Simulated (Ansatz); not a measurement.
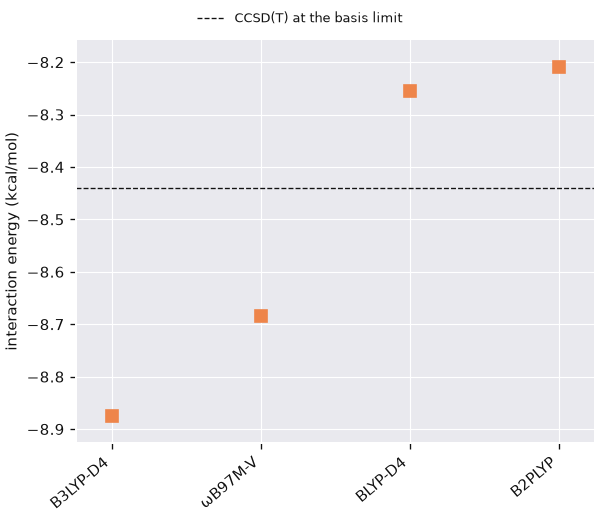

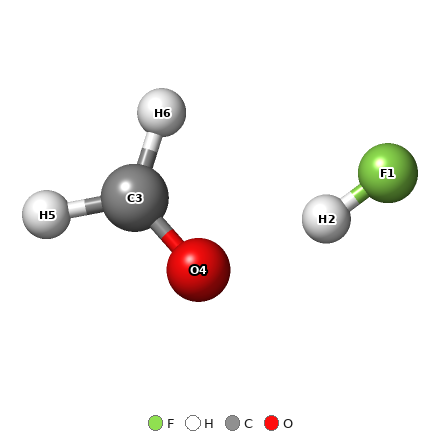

Counterpoise interaction energy of the pair FH and CH₂O (SMILES F.C=O) at one optimised PBE0-D4 geometry, drawn, with the closest contact H2···O4 1.69 Å (H···H pairs aside; other arrangements can bind more strongly; the cost of deforming the partners isn't counted), def2-TZVPPD, the Ansatz code 0.2.0; cores frozen in correlated methods. The line takes HF and MP2 limits from def2-TZVPPD and QZVPPD, and the coupled-cluster step in TZVPPD. B2PLYP holds a correlation term that converges slowly with the basis, so part of the distance to the limit is basis error. No dispersion term is added to B2PLYP.

Which level comes closest to the line (CCSD(T) at the basis limit), and which misses most?

Closest BLYP-D4 (−8.25 kcal/mol), against −8.44 kcal/mol; farthest B3LYP-D4 (−8.87 kcal/mol).

Give the values.

| level | kcal/mol | less CCSD(T) at the basis limit |
| --- | --- | --- |
| B3LYP-D4 | −8.87 | −0.43 |
| ωB97M-V | −8.68 | −0.24 |
| BLYP-D4 | −8.25 | 0.18 |
| B2PLYP | −8.21 | 0.23 |
| CCSD(T) at the basis limit | −8.44 | 0.00 |
